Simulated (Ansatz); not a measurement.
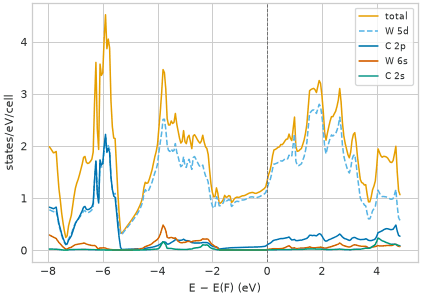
*Total and projected density of states of W2C in space group P-3m1 (No. 164; C on 1a, W on 2d), PBEsol (plane waves, PAW; program Ansatz)*

**Question.** Which orbitals carry the states next to the Fermi level?

**Answer.** Within 0.5 eV of the Fermi level: W 5d 88 %, C 2p 8 %. Projections are on Löwdin-orthogonalised atomic valence shells; empty p or d shells of many metals are not among them.

**Question.** Where is the tallest occupied peak in this window, and what makes it?

**Answer.** Near -5.9 eV, about 4.5 states/eV per cell; the largest projected share is C 2p.

The cell was relaxed with PBEsol under the symmetry of its start. The run is not spin-polarised. Spin–orbit coupling is left out wherever it is not named.

Potentials: the later of the program's two PAW sets.
